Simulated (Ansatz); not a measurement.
# CH6BBrSnTe: rotation by 120° about the C1–Sn2 bond, part 2 of 2

Aim: the minimum-energy path and barrier of the rotation by 120° about the C1–Sn2 bond. The ends are relaxed first, then joined by a nudged elastic band. SMILES of the start: [CH3][SnH]([Br])[BH][TeH].

Ansatz 0.2.0; RHF/def2-SVP. Earlier steps stand in the parts before.

**6. Nudged elastic band**

crystal.atoms is end A as relaxed above, and neb.final_atoms is end B, turned to lie on A. With 7 inner images the band has 9 in all.

The input, input.yaml:

```yaml
crystal:
  periodic: [false, false, false]
  atoms:
    - { symbol: C, position_ang: [-1.450167, -0.528826, 0.861188] }
    - { symbol: Sn, position_ang: [0.524341, 0.331278, 0.836439] }
    - { symbol: Br, position_ang: [2.002612, -1.338158, 2.050931] }
    - { symbol: B, position_ang: [1.50391, 0.59693, -1.200604] }
    - { symbol: Te, position_ang: [0.562792, 0.333614, -3.095241] }
    - { symbol: H, position_ang: [-1.45686, -1.472697, 0.316276] }
    - { symbol: H, position_ang: [-1.75349, -0.715559, 1.890933] }
    - { symbol: H, position_ang: [-2.167029, 0.152823, 0.400552] }
    - { symbol: H, position_ang: [0.586174, 1.751046, 1.787939] }
    - { symbol: H, position_ang: [2.652307, 0.916489, -1.275182] }
    - { symbol: H, position_ang: [-0.93909, -0.08414, -2.552631] }
basis:
  gaussian: { orbitals: def2-SVP }
hamiltonian:
  xc: hf
neb:
  order_check: false
  images: 7
  f_tol: 0.05
  max_iterations: 59
  initial_path: idpp
  final_atoms:
    - { symbol: C, position_ang: [-1.43448293, -0.56889732, 0.86430346] }
    - { symbol: Sn, position_ang: [0.55385952, 0.25893068, 0.84290652] }
    - { symbol: Br, position_ang: [2.03742232, -1.5218257, 1.87988067] }
    - { symbol: B, position_ang: [1.47802556, 0.66416689, -1.19744815] }
    - { symbol: Te, position_ang: [0.48030297, 0.55659806, -3.07844644] }
    - { symbol: H, position_ang: [-1.71179121, -0.82399358, 1.88678775] }
    - { symbol: H, position_ang: [-2.15158034, 0.15577861, 0.47469792] }
    - { symbol: H, position_ang: [-1.47372887, -1.47127882, 0.2541792] }
    - { symbol: H, position_ang: [0.67003406, 1.59989787, 1.89834374] }
    - { symbol: H, position_ang: [2.62820952, 0.97697864, -1.28131752] }
    - { symbol: H, position_ang: [-1.01077059, 0.11644467, -2.52328714] }
```

The run is started by

```bash
$ ansatz run input.yaml --threads 2 --pin off --max-ram 3072MiB --backend cpu --events-out ev --progress --plain --runs-dir out
```

Standard output (excerpt; [...] marks lines left out):

```text
Warning: RAYON_NUM_THREADS=2 ignored (pool sized by the plan → 2); use --threads N
[...]
Functional definition: HF
[...]
1727 factors; integrals over basis functions are off by at most 4.3e-4 eV
[...]
mean field -84858.04323635 eV, -3118.4755700882 hartree, gradient 3.3e-5 eV, S^2 0.000000; 0 other end points of the search recorded, 0 dependent functions left out
[...]
reference -84858.04323635 eV, -3118.4755700882 hartree; 49, 49 occupied and 93, 93 virtual orbitals, 1727 factors
[...]
mean field -84858.03901486 eV, -3118.4754149516 hartree, gradient 9.5e-6 eV, S^2 0.000000; 0 other end points of the search recorded, 0 dependent functions left out
[...]
reference -84858.03901486 eV, -3118.4754149516 hartree; 49, 49 occupied and 93, 93 virtual orbitals, 1727 factors
[...]
1727 factors; integrals over basis functions are off by at most 4.4e-4 eV
[...]
mean field -84858.02915897 eV, -3118.4750527542 hartree, gradient 9.4e-6 eV, S^2 0.000000; 0 other end points of the search recorded, 0 dependent functions left out
[...]
```

**7. More of the same log: band between the two ends**

Output, continued (excerpt; [...] marks lines left out):

```text
reference -84858.02915897 eV, -3118.4750527542 hartree; 49, 49 occupied and 93, 93 virtual orbitals, 1727 factors
[...]
1727 factors; integrals over basis functions are off by at most 4.6e-4 eV
mean field -84858.01940440 eV, -3118.4746942804 hartree, gradient 9.4e-6 eV, S^2 0.000000; 0 other end points of the search recorded, 0 dependent functions left out
[...]
Atom 7 at    -1.894117    -0.604749    -0.059372 Å, force     0.015174     0.008021     0.008788 eV/Å
Atom 8 at     0.873748     1.111799     2.135571 Å, force    -0.001025     0.001011     0.003709 eV/Å
Atom 9 at     2.495385     1.281653    -1.250772 Å, force    -0.000511    -0.000342    -0.002376 eV/Å
Atom 10 at    -1.248592     0.753839    -2.361626 Å, force     0.002860     0.003969    -0.004801 eV/Å
Dipole moment:    -0.534210     0.455460    -0.223232 e Å
this run last wrote the band of iteration 4 to <dir>
```

It took 2.9 min on 2 threads of Arm Neoverse V1, shared host; peak memory 0.51 GiB.

**8. What the band shows**

Images 0 and 8 are the ends. Energies count from image 0; the path length is the program's own measure over all atoms.

| image | path (Å) | energy (eV) | dihedral H8–C1–Sn2–Br3 (°) | band force (eV/Å) |
| --- | --- | --- | --- | --- |
| 0 | 0.000 | 0.0000 | 177 | - |
| 1 | 0.443 | 0.0041 | -168 | 0.019 |
| 2 | 0.887 | 0.0139 | -153 | 0.023 |
| 3 | 1.330 | 0.0235 | -138 | 0.040 |
| 4* | 1.774 | 0.0275 | -123 | 0.036 |
| 5 | 2.223 | 0.0234 | -107 | 0.049 |
| 6 | 2.671 | 0.0137 | -92 | 0.029 |
| 7 | 3.120 | 0.0039 | -77 | 0.013 |
| 8 | 3.568 | 0.0000 | -62 | - |

The star marks the climbing image.

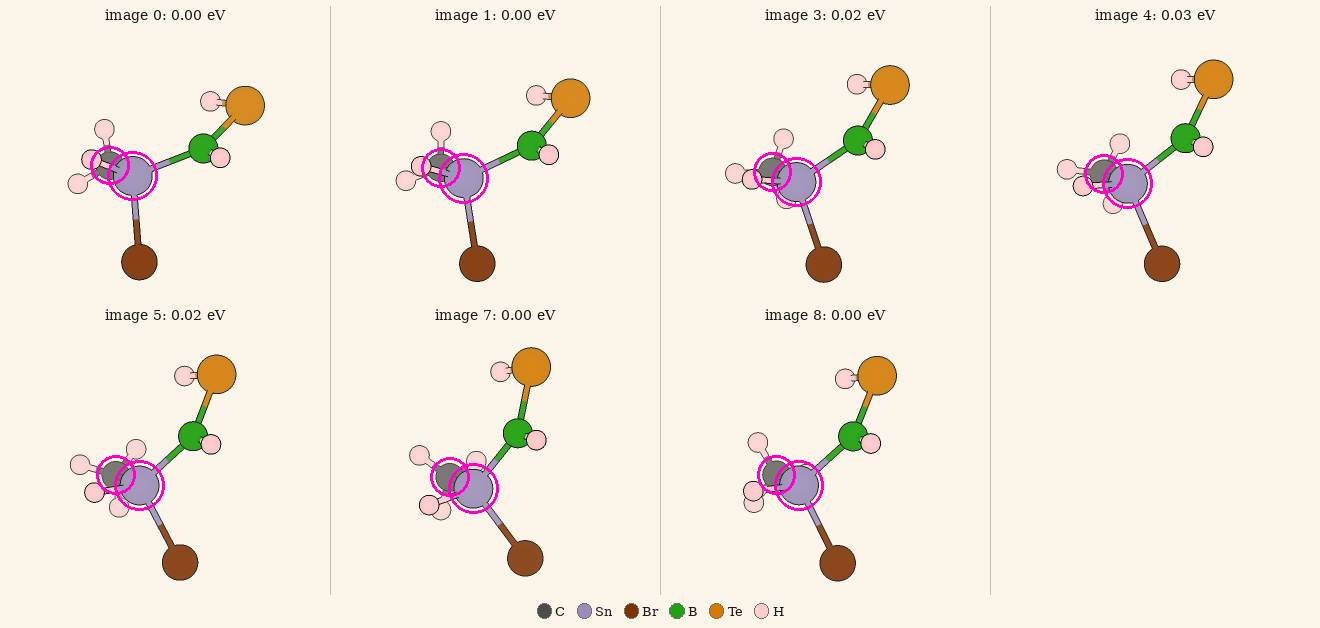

The images of the last band, seen from a free direction. Ringed: C1, Sn2. Sticks join atoms closer than a bonding distance in each image.

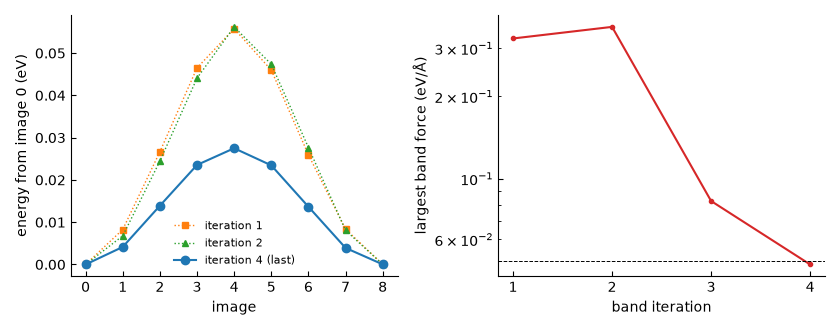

Left: energy of each image for early iterations and the last one (lines only join the points; early values far above the last band run off the scale). Right: the largest band force by iteration, with the threshold dashed.

The top of the band by iteration:

```
iteration  highest image above image 0 (eV)  largest band force (eV/Å)
        1                            0.0558                      0.326
        2                            0.0562                      0.359
        3                            0.0279                      0.083
        4                            0.0275                      0.049
```

The band as a trajectory file:

```xyz
11
image=0 dE=0.0000
C    -1.450   -0.529    0.861
Sn    0.524    0.331    0.836
Br    2.003   -1.338    2.051
B     1.504    0.597   -1.201
Te    0.563    0.334   -3.095
H    -1.457   -1.473    0.316
H    -1.753   -0.716    1.891
H    -2.167    0.153    0.401
H     0.586    1.751    1.788
H     2.652    0.916   -1.275
H    -0.939   -0.084   -2.553
11
image=1 dE=0.0041
C    -1.426   -0.594    0.872
Sn    0.551    0.261    0.841
Br    2.062   -1.502    1.868
B     1.465    0.685   -1.201
Te    0.468    0.583   -3.082
H    -1.396   -1.612    0.486
H    -1.800   -0.614    1.895
H    -2.109    0.000    0.262
H     0.658    1.603    1.895
H     2.612    1.008   -1.283
H    -1.019    0.124   -2.533
11
image=2 dE=0.0139
C    -1.404   -0.661    0.880
Sn    0.575    0.191    0.837
Br    2.120   -1.647    1.666
B     1.426    0.774   -1.193
Te    0.381    0.834   -3.049
H    -1.348   -1.727    0.666
H    -1.843   -0.521    1.868
H    -2.048   -0.182    0.142
H     0.730    1.448    1.987
H     2.572    1.099   -1.280
H    -1.095    0.335   -2.503
11
image=3 dE=0.0235
C    -1.382   -0.730    0.882
Sn    0.599    0.122    0.827
Br    2.174   -1.772    1.450
B     1.387    0.864   -1.176
Te    0.293    1.080   -2.992
H    -1.307   -1.816    0.843
H    -1.884   -0.440    1.804
H    -1.978   -0.387    0.036
H     0.803    1.284    2.066
H     2.533    1.190   -1.269
H    -1.172    0.548   -2.449
11
image=4 dE=0.0275
C    -1.357   -0.798    0.869
Sn    0.624    0.056    0.814
Br    2.216   -1.881    1.225
B     1.350    0.956   -1.148
Te    0.204    1.317   -2.907
H    -1.275   -1.876    1.006
H    -1.923   -0.374    1.698
H    -1.894   -0.605   -0.059
H     0.874    1.112    2.136
H     2.495    1.282   -1.251
H    -1.249    0.754   -2.362
11
image=5 dE=0.0234
C    -1.330   -0.859    0.845
Sn    0.652   -0.009    0.795
Br    2.245   -1.978    0.995
B     1.317    1.044   -1.111
Te    0.109    1.540   -2.796
H    -1.259   -1.901    1.158
H    -1.954   -0.314    1.553
H    -1.796   -0.826   -0.140
H     0.948    0.933    2.191
H     2.459    1.374   -1.229
H    -1.325    0.939   -2.240
11
image=6 dE=0.0137
C    -1.303   -0.912    0.811
Sn    0.683   -0.074    0.772
Br    2.261   -2.064    0.765
B     1.287    1.125   -1.067
Te    0.015    1.745   -2.661
H    -1.265   -1.889    1.292
H    -1.975   -0.264    1.374
H    -1.691   -1.039   -0.199
H     1.024    0.750    2.231
H     2.425    1.463   -1.203
H    -1.396    1.101   -2.096
11
image=7 dE=0.0039
C    -1.277   -0.960    0.774
Sn    0.714   -0.138    0.743
Br    2.267   -2.135    0.532
B     1.260    1.199   -1.016
Te   -0.074    1.937   -2.506
H    -1.289   -1.846    1.408
H    -1.982   -0.229    1.173
H    -1.589   -1.246   -0.230
H     1.105    0.567    2.252
H     2.392    1.549   -1.169
H    -1.461    1.245   -1.939
11
image=8 dE=0.0000
C    -1.317   -0.848    0.824
Sn    0.658    0.012    0.810
Br    2.249   -1.950    1.070
B     1.319    1.040   -1.110
Te    0.090    1.471   -2.799
H    -1.465   -1.407    1.747
H    -2.073   -0.063    0.762
H    -1.440   -1.526   -0.021
H     0.915    0.977    2.198
H     2.451    1.400   -1.236
H    -1.321    0.837   -2.224
```

**9. Vibrations at the top**

The geometry is the highest inner image of the first converged band.

The input, input.yaml:

```yaml
crystal:
  periodic: [false, false, false]
  atoms:
    - { symbol: C, position_ang: [-1.35661, -0.798331, 0.86924] }
    - { symbol: Sn, position_ang: [0.624133, 0.05606, 0.813691] }
    - { symbol: Br, position_ang: [2.215859, -1.880976, 1.224625] }
    - { symbol: B, position_ang: [1.350389, 0.956147, -1.148025] }
    - { symbol: Te, position_ang: [0.203644, 1.317345, -2.907355] }
    - { symbol: H, position_ang: [-1.275373, -1.876164, 1.006387] }
    - { symbol: H, position_ang: [-1.922966, -0.373824, 1.698237] }
    - { symbol: H, position_ang: [-1.894117, -0.604749, -0.059372] }
    - { symbol: H, position_ang: [0.873748, 1.111799, 2.135571] }
    - { symbol: H, position_ang: [2.495385, 1.281653, -1.250772] }
    - { symbol: H, position_ang: [-1.248592, 0.753839, -2.361626] }
basis:
  gaussian: { orbitals: def2-SVP }
hamiltonian:
  xc: hf
phonons: {}
```

The run is started by

```bash
$ ansatz run input.yaml --threads 2 --pin off --max-ram 3072MiB --backend cpu --events-out ev --progress --plain --runs-dir out
```

Standard output (excerpt; [...] marks lines left out):

```text
Warning: RAYON_NUM_THREADS=2 ignored (pool sized by the plan → 2); use --threads N
[...]
[... 1 set-up line as earlier in the session ...]
[...]
1727 factors; integrals over basis functions are off by at most 4.2e-4 eV
[...]
mean field -84858.01573857 eV, -3118.4745595637 hartree, gradient 3.3e-5 eV, S^2 0.000000; 0 other end points of the search recorded, 0 dependent functions left out
[...]
reference -84858.01573857 eV, -3118.4745595637 hartree; 49, 49 occupied and 93, 93 virtual orbitals, 1727 factors
[...]
WARN: phonons: modes at or below zero, which the zero-point energy, F, S and C_V leave out: 1, the lowest at -89.98 cm⁻¹. A minimum has none, and a first-order saddle one
[...]
Atom 8 at     0.873748     1.111799     2.135571 Å, force    -0.001027     0.001009     0.003706 eV/Å
Atom 9 at     2.495385     1.281653    -1.250772 Å, force    -0.000515    -0.000343    -0.002376 eV/Å
Atom 10 at    -1.248592     0.753839    -2.361626 Å, force     0.002859     0.003967    -0.004797 eV/Å
Dipole moment:    -0.534211     0.455461    -0.223233 e Å
Vibrations: -89.98 8.88 74.77 102.86 137.35 146.52 249.16 332.60 413.33 547.17 598.28 611.03 679.83 747.12 760.58 822.56 847.08 1031.41 1348.57 1559.21 1561.87 2013.98 2255.75 2768.17 3189.67 3293.65 3303.87 cm⁻¹, zero-point energy 1.822894 eV
```

Wall time 4.5 min (2 threads of Arm Neoverse V1, shared host); peak memory 0.49 GiB.

Of 27 modes, 1 is imaginary by more than 30 cm⁻¹ (90i cm⁻¹).

**10. Summary of results**

This closing draws on all 2 parts.

| quantity | value |
| --- | --- |
| end A | 23 moves, 1.123 eV lower |
| end B | 26 moves, 1.127 eV lower |
| barrier forwards | 0.027 eV |
| barrier backwards | 0.027 eV |
| second end relative to first | 0.000 eV |
| highest image | 4 of 0 to 8, climbing |
| band iterations | 4 |
| imaginary modes at the top | 90i cm⁻¹ |

What this shows: Along this path the system climbs 0.027 eV from the first end (1.1 kT at 300 K). The two ends lie within 1 meV of each other. The listed dihedral goes from 177° at end A through -123° at the highest image to -62° at end B. One imaginary mode, as a first-order saddle point has. These are electronic energies, with no zero-point or thermal terms.
